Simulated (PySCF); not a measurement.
# U-revPBE/cc-pVDZ run of C2H2FGe (SMILES C#[C][GeH][F])

What is the energy change on altering one bond length of C2H2FGe at U-revPBE/cc-pVDZ? Input form: a Python script.

The calculation is run with PySCF 2.14.0.

2 further runs of the same task are left out: 2 set aside as unsound or not needed.

## 1. The system as given

C2H2FGe has 6 atoms, charge 0, and is taken as a doublet. SMILES: `C#[C][GeH][F]`. The coordinates come from a PBE0-D4/def2-TZVP relaxation.

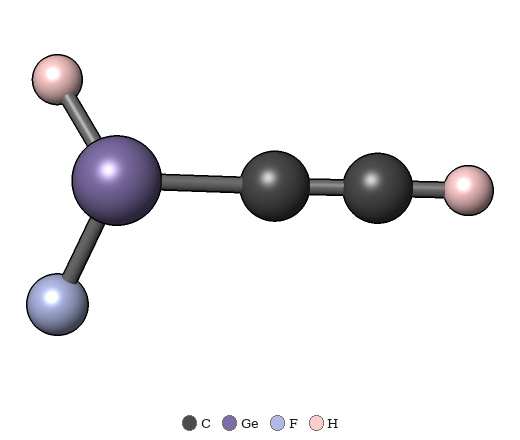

Viewed from a chosen angle; carbon dark grey, germanium purple, fluorine light blue, hydrogen pink.

## 2. A single-point energy at U-revPBE/cc-pVDZ

Contents of run.py:

```python
# C#[C][GeH][F]
from pyscf import gto, dft

mol = gto.M(
    atom='''
C     -0.489817     0.140785    -3.342926
C      0.011716     0.065385    -1.117584
Ge     1.249298    -0.039873     2.230633
F     -0.041196    -2.725741     3.627518
H     -0.976799     0.202201    -5.297469
H      0.325978     2.236302     3.812711
''',
    verbose=4,
    basis='cc-pvdz',
    unit='bohr',
    spin=1,
    max_memory=1860,
)

mf = dft.UKS(mol, xc='revpbe')
mf.grids.level = 5
mf.conv_tol = 1e-10
mf.kernel()
if not mf.converged:
    mf = mf.newton().run(mf.mo_coeff, mf.mo_occ)

e_final = mf.e_tot
print('Final energy', e_final)
```

Run with:

```bash
$ OMP_NUM_THREADS=1 python run.py
```

The program printed:

```text
PySCF version 2.14.0

[INPUT] num. atoms = 6
[INPUT] num. electrons = 55
[INPUT] charge = 0
[INPUT] spin (= nelec alpha-beta = 2S) = 1
[INPUT] symmetry False subgroup None
[INPUT] Mole.unit = bohr
[INPUT] Symbol           X                Y                Z      unit          X                Y                Z       unit  Magmom
[INPUT]  1 C     -0.259199993921   0.074500213639  -1.769000256992 AA   -0.489817000000   0.140785000000  -3.342926000000 Bohr   0.0
[INPUT]  2 C      0.006199840203   0.034600251936  -0.591399984089 AA    0.011716000000   0.065385000000  -1.117584000000 Bohr   0.0
[INPUT]  3 Ge     0.661100031248  -0.021099882931   1.180400149526 AA    1.249298000000  -0.039873000000   2.230633000000 Bohr   0.0
[INPUT]  4 F     -0.021799984381  -1.442400020070   1.919599857802 AA   -0.041196000000  -2.725741000000   3.627518000000 Bohr   0.0
[INPUT]  5 H     -0.516899770449   0.107000161225  -2.803299870355 AA   -0.976799000000   0.202201000000  -5.297469000000 Bohr   0.0
[INPUT]  6 H      0.172500128861   1.183400055135   2.017599773024 AA    0.325978000000   2.236302000000   3.812711000000 Bohr   0.0

nuclear repulsion = 231.057586146129
number of shells = 27
number of NR pGTOs = 169
number of NR cGTOs = 79
basis = cc-pvdz
ecp = {}

******** <class 'pyscf.dft.uks.UKS'> ********
method = UKS
initial guess = minao
damping factor = 0
level_shift factor = 0
DIIS = <class 'pyscf.scf.diis.CDIIS'>
diis_start_cycle = 1
diis_space = 8
diis_damp = 0
SCF conv_tol = 1e-10
SCF conv_tol_grad = None
SCF max_cycles = 50
direct_scf = True
direct_scf_tol = 1e-13
number electrons alpha = 28  beta = 27
XC library pyscf.dft.libxc version 7.0.0
    S. Lehtola, C. Steigemann, M. J.T. Oliveira, and M. A.L. Marques.,  SoftwareX 7, 1–5 (2018)
XC functionals = revpbe
    Y. Zhang and W. Yang.,  Phys. Rev. Lett. 80, 890 (1998)
    J. P. Perdew, K. Burke, and M. Ernzerhof.,  Phys. Rev. Lett. 77, 3865 (1996)
    J. P. Perdew, K. Burke, and M. Ernzerhof.,  Phys. Rev. Lett. 78, 1396 (1997)
radial grids:
    Treutler-Ahlrichs [JCP 102, 346 (1995); DOI:10.1063/1.469408] (M4) radial grids

becke partition: Becke, JCP 88, 2547 (1988); DOI:10.1063/1.454033
pruning grids: <function nwchem_prune>
grids dens level: 5
symmetrized grids: False
atomic radii adjust function: <function treutler_atomic_radii_adjust>
small_rho_cutoff = 0
Set gradient conv threshold to 1e-05
tot grids = 221656
init E= -2253.64563858847
[... the frontier-level lines of each cycle are left out ...]


cycle= 1 E= -2253.80852796151  delta_E= -0.163  |g|= 0.549  |ddm|= 1.79
cycle= 2 E= -2252.80730252773  delta_E=    1  |g|= 1.65  |ddm|= 1.69
cycle= 3 E= -2253.89486925754  delta_E= -1.09  |g|= 0.27  |ddm|=  1.4
cycle= 4 E= -2253.93458069723  delta_E= -0.0397  |g|= 0.0919  |ddm|= 0.395
cycle= 5 E= -2253.93897417005  delta_E= -0.00439  |g|= 0.0409  |ddm|= 0.136
cycle= 6 E= -2253.93959373174  delta_E= -0.00062  |g|= 0.0267  |ddm|= 0.0479
cycle= 7 E= -2253.9399769914  delta_E= -0.000383  |g|= 0.00329  |ddm|= 0.0233
cycle= 8 E= -2253.93998522194  delta_E= -8.23e-06  |g|= 0.00101  |ddm|= 0.00645
cycle= 9 E= -2253.93998592346  delta_E= -7.02e-07  |g|= 0.000311  |ddm|= 0.00163
cycle= 10 E= -2253.93998599405  delta_E= -7.06e-08  |g|= 7.87e-05  |ddm|= 0.000433
cycle= 11 E= -2253.93998600757  delta_E= -1.35e-08  |g|= 4e-05  |ddm|= 0.000234
cycle= 12 E= -2253.93998601014  delta_E= -2.57e-09  |g|= 1.47e-05  |ddm|= 9.43e-05
cycle= 13 E= -2253.93998601066  delta_E= -5.18e-10  |g|= 7.14e-06  |ddm|= 5.64e-05
cycle= 14 E= -2253.93998601071  delta_E= -5.18e-11  |g|= 1.79e-06  |ddm|= 1.56e-05
Extra cycle  E= -2253.93998601068  delta_E= 2.5e-11  |g|= 5.74e-06  |ddm|= 6.31e-06
converged SCF energy = -2253.93998601068  <S^2> = 0.75206845  2S+1 = 2.0020674
Final energy -2253.9399860106832
```

It took 33 s on 1 thread of Arm Neoverse V2, shared host; peak memory 0.43 GiB.

## 3. The distorted shape at the same level

Contents of input.py:

```python
from pyscf import gto, dft

mol = gto.M(
    atom=[
    ('C', (-0.112633, -0.286817, -2.020137)),
    ('C', (0.152767, -0.326717, -0.842537)),
    ('Ge', (0.807667, -0.382417, 0.929263)),
    ('F', (0.124767, -1.803717, 1.668463)),
    ('H', (-0.370333, -0.254317, -3.054437)),
    ('H', (0.172500, 1.183400, 2.017600)),
],
    max_memory=1860,
    basis='cc-pvdz',
    spin=1,
    verbose=3,
)

mf = dft.UKS(mol)
mf.xc = 'revpbe'
mf.grids.level = 5
mf.conv_tol = 1e-10
mf.kernel()
if not mf.converged:
    mf = mf.newton().run(mf.mo_coeff, mf.mo_occ)

etot = mf.e_tot
print('Final energy', etot)
```

Run with:

```bash
$ OMP_NUM_THREADS=1 python input.py
```

The program printed:

```text
WARN: HOMO -0.193368264749065 >= LUMO -0.193368264749066

converged SCF energy = -2253.91412509794  <S^2> = 0.75659919  2S+1 = 2.0065883
Final energy -2253.9141250979405
```

Wall time 37 s (1 thread of Arm Neoverse V2, shared host); peak memory 0.43 GiB.

## 4. Results

Level: U-revPBE/cc-pVDZ.

| quantity | value |
| --- | --- |
| first shape: total energy | -2253.93999 Eh |
| first shape: dipole moment | 1.97 D |
| first shape: HOMO energy (highest over α and β) | -5.38 eV |
| first shape: LUMO energy (lowest over α and β) | -4.03 eV |
| first shape: ⟨S²⟩ | 0.752 |
| distorted shape: total energy | -2253.91413 Eh |
| distorted shape: dipole moment | 2.13 D |
| distorted shape: HOMO energy (highest over α and β) | -5.62 eV |
| distorted shape: LUMO energy (lowest over α and β) | -4.38 eV |
| distorted shape: ⟨S²⟩ | 0.757 |
| energy change with the Ge3–H6 bond stretched from 1.546 to 2.010 Å | 0.704 eV |

In words: With the Ge3–H6 bond stretched from 1.546 to 2.010 Å the energy rises by 0.70 eV (16.2 kcal/mol). The first shape isn't relaxed at this level, so the change isn't measured from a minimum. Mulliken charges (distorted shape) run from -0.30 on F4 to +0.44 on Ge3; they depend strongly on the basis.
